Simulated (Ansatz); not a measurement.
## CH$_{2}$O$_{3}$: one change and its effect

System: CH$_{2}$O$_{3}$, SMILES O.O=C=O.
Method of run 1: RKS B3LYP-D4/def2-TZVPP (Ansatz 0.2.0).

Text and figures count atoms from 1; the logs count them from 0 in places.

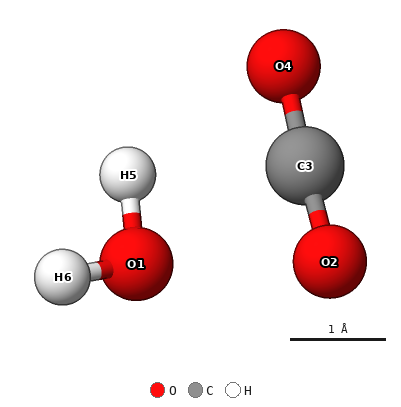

**Figure 1.** The input geometry (ball-and-stick view, seen at a tilt; atoms are numbered from 1 in the order of the input).

**Input, run 1**
```yaml
crystal:
  periodic: [false, false, false]
  atoms:
    - { symbol: O, position_ang: [-1.38357439, -1.56893495, 0.05005886] }
    - { symbol: O, position_ang: [1.42771341, -0.21588104, 0.02349172] }
    - { symbol: C, position_ang: [0.4704173, 0.45249428, -0.09136917] }
    - { symbol: O, position_ang: [-0.44661476, 1.18289408, -0.20041714] }
    - { symbol: H, position_ang: [-2.01304272, -0.82579484, -0.01452242] }
    - { symbol: H, position_ang: [-1.36953884, -1.75168753, 1.00847817] }
basis:
  gaussian: { orbitals: def2-TZVPP }
hamiltonian:
  xc: { name: B3LYP }
  dispersion: d4
relax:
  f_tol: 0.002
  max_steps: 150
```

Command:
```bash
ansatz run input.yaml --threads 4 --pin off --max-ram 10240MiB --backend cpu --events-out ev --progress --plain --runs-dir out
```

Hardware: 4 threads of Intel Xeon @ 2.90GHz (Ice Lake), 64 GiB of memory available, shared host.

**Output, shortened to warnings, some set-up lines, iterations and results (run 1)**
```
[...]
mean field evaluation 1: about -7206.4949 eV, gradient 7.4e1 eV
mean field evaluation 2: about -7191.3662 eV, gradient 1.2e2 eV
mean field evaluation 4: about -7214.6764 eV, gradient 5.6e0 eV
mean field evaluation 8: about -7214.7318 eV, gradient 1.2e-1 eV
mean field evaluation 16: about -7214.7510 eV, gradient 7.6e-6 eV
[... 27 lines ...]
relax step  23: F+E_penalty+E_count = -7214.92642641 eV  Δ(F+E_penalty+E_count) = -3.125e-6 eV  max|allowed force component| = 8.953e-3 eV/Å  Δτ_max = 0.0022 Å  (34 SCF …
relax step  24: F+E_penalty+E_count = -7214.92643034 eV  Δ(F+E_penalty+E_count) = -3.929e-6 eV  max|allowed force component| = 2.357e-3 eV/Å  Δτ_max = 0.0046 Å  (32 SCF …
relax step  25: F+E_penalty+E_count = -7214.92643055 eV  Δ(F+E_penalty+E_count) = -2.023e-7 eV  max|allowed force component| = 2.129e-3 eV/Å  Δτ_max = 0.0012 Å  (34 SCF …
mean field evaluation 192: about -7214.8294 eV, gradient 4.7e-5 eV
relax step  26: F+E_penalty+E_count = -7214.92643059 eV  Δ(F+E_penalty+E_count) = -4.181e-8 eV  max|allowed force component| = 4.998e-4 eV/Å  Δτ_max = 0.0007 Å  (34 SCF …
751 factors; their error is unknown
mean field -7214.82936025 eV, -265.1400886021 hartree, gradient 1.8e-5 eV, S^2 0.000000; 1 other end points of the search recorded, 0 dependent functions left out
the calculation of the forces begins
reference -7214.82956860 eV, -265.1400962590 hartree; 16, 16 occupied and 136, 136 virtual orbitals, 751 factors
Total energy: -7214.92663894 eV, -265.1436635282 hartree
Atom 0 at    -1.435216    -1.292066     0.229209 Å, force     0.000151    -0.000030    -0.000007 eV/Å
Atom 1 at     1.396261    -0.197552     0.190121 Å, force    -0.000057    -0.000500     0.000179 eV/Å
Atom 2 at     0.597868     0.570812    -0.151893 Å, force     0.000419     0.000455    -0.000146 eV/Å
Atom 3 at    -0.168565     1.369071    -0.498514 Å, force    -0.000409     0.000138    -0.000072 eV/Å
Atom 4 at    -2.368988    -1.071783     0.276263 Å, force    -0.000322     0.000289    -0.000108 eV/Å
Atom 5 at    -1.335999    -2.105392     0.730534 Å, force     0.000218    -0.000353     0.000155 eV/Å
Dipole moment:    -0.350686    -0.263075     0.198674 e Å
```

Run 2 used a changed input.

**The two runs side by side**

```tsv
quantity	run 1	run 2
outcome	converged	converged
total energy (hartree)	−265.143664	−265.008405
largest force (eV/Å)	0.001	0.002
basis functions	152	152
wall time (shared host)	25 s	40 s
```

Which change of the input explains these differences?

The change (lines with − go, lines with + come):
```diff
-  xc: { name: B3LYP }
+  xc: r2scan
```

The total energies belong to different methods, so their difference says nothing on which is more stable or more accurate. The functional changes from B3LYP to r2SCAN. On the same kind of shared host run 2 took about 1.6 times as long.

**Output, shortened to warnings, some set-up lines, iterations and results (run 2)**
```
[...]
mean field evaluation 1: about -7202.9874 eV, gradient 7.4e1 eV
mean field evaluation 2: about -7185.3818 eV, gradient 1.2e2 eV
mean field evaluation 4: about -7211.0591 eV, gradient 8.2e0 eV
mean field evaluation 8: about -7211.1797 eV, gradient 2.2e-1 eV
mean field evaluation 16: about -7211.1747 eV, gradient 7.5e-5 eV
[... 43 lines ...]
relax step  36: F+E_penalty+E_count = -7211.24606438 eV  Δ(F+E_penalty+E_count) = -4.559e-7 eV  max|allowed force component| = 3.750e-3 eV/Å  Δτ_max = 0.0081 Å  (33 SCF …
relax step  37: F+E_penalty+E_count = -7211.24606468 eV  Δ(F+E_penalty+E_count) = -2.973e-7 eV  max|allowed force component| = 2.397e-3 eV/Å  Δτ_max = 0.0005 Å  (35 SCF …
relax step  38: F+E_penalty+E_count = -7211.24606496 eV  Δ(F+E_penalty+E_count) = -2.822e-7 eV  max|allowed force component| = 9.320e-4 eV/Å  Δτ_max = 0.0027 Å  (34 SCF …
relax step  39: F+E_penalty+E_count = -7211.24606546 eV  Δ(F+E_penalty+E_count) = -5.060e-7 eV  max|allowed force component| = 1.525e-3 eV/Å  Δτ_max = 0.0089 Å  (33 SCF …
mean field evaluation 288: about -7211.2318 eV, gradient 2.6e-1 eV
mean field -7211.22994096 eV, -265.0078123832 hartree, gradient 2.1e-5 eV, S^2 0.000000; 1 other end points of the search recorded, 0 dependent functions left out
the calculation of the forces begins
reference -7211.22994865 eV, -265.0078126655 hartree; 16, 16 occupied and 136, 136 virtual orbitals, 751 factors
Total energy: -7211.24607315 eV, -265.0084052300 hartree
Atom 0 at    -1.409865    -1.299086     0.206161 Å, force     0.000283    -0.001160     0.000698 eV/Å
Atom 1 at     1.391643    -0.208688     0.177740 Å, force    -0.000314     0.000256     0.000081 eV/Å
Atom 2 at     0.577005     0.550605    -0.152653 Å, force     0.000171     0.000062    -0.000373 eV/Å
Atom 3 at    -0.205266     1.341612    -0.487803 Å, force     0.000177    -0.000372     0.000318 eV/Å
Atom 4 at    -2.326243    -1.022428     0.284045 Å, force     0.000088    -0.000312     0.000209 eV/Å
Atom 5 at    -1.341914    -2.088925     0.748231 Å, force    -0.000404     0.001525    -0.000932 eV/Å
Dipole moment:    -0.352248    -0.237836     0.221417 e Å
```
